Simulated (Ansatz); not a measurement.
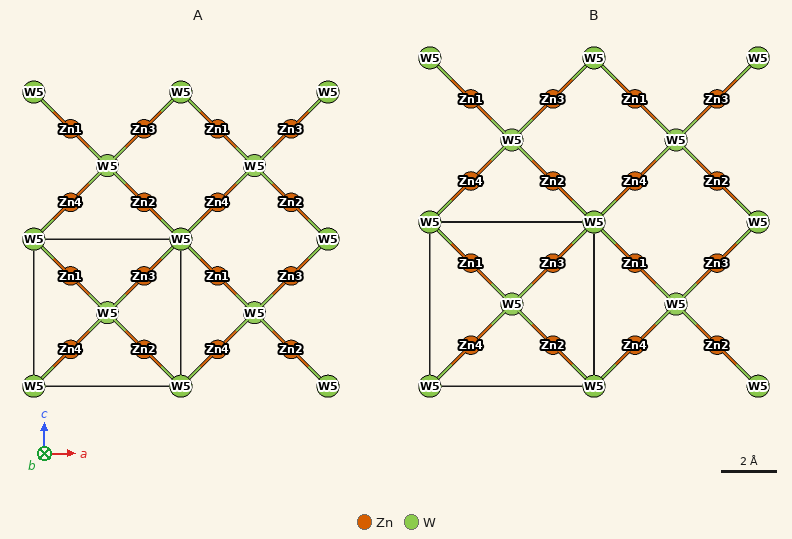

Two geometries of solid Zn$_{4}$W (a generated structure, set up in Im-3m) (coarse preliminary run), drawn at one scale. One is the start of a relaxation, the other its converged end. A ball-and-stick model of the conventional cell (2 times the calculation's cell), repeated 2 × 1 × 2 with one cell outlined, seen along the b axis. Lengths and directions refer to the drawn axes.

These are results of Ansatz, DFT PBE, scalar-relativistic, plane waves, PAW, not measurements. Settings: plane-wave cutoff 420 eV; k-point mesh 4 × 4 × 4; occupations gaussian; smearing width 0.1 eV; no spin polarisation; cell and atoms relaxed; force threshold 0.04 eV/Å; at most 70 steps.

**Which of the two is the end point?**

Structure B is the relaxed one. No atom moves by more than 0.005 Å relative to the cell. The volume changes by +39.1 %, with a = b = c 5.350 → 5.972 Å (+11.6 %). Among the contacts that change: Zn1–W5 2.317 → 2.586 Å. The space group stays Im-3m (No. 229). After 5 accepted moves (7 points after the start) the energy has fallen by 3.063 eV per cell of the calculation. All forces vanish by symmetry, so only the cell relaxes. The pressure goes from 43.87 to 0.15 GPa. At 2 points the geometry stayed and the basis and grid were re-selected for the new cell (energy shift of 56.7 meV per cell of the calculation at most each time). Cost: 22 s on 1 thread of Arm Neoverse V1 (shared host), peak memory 0.37 GiB.
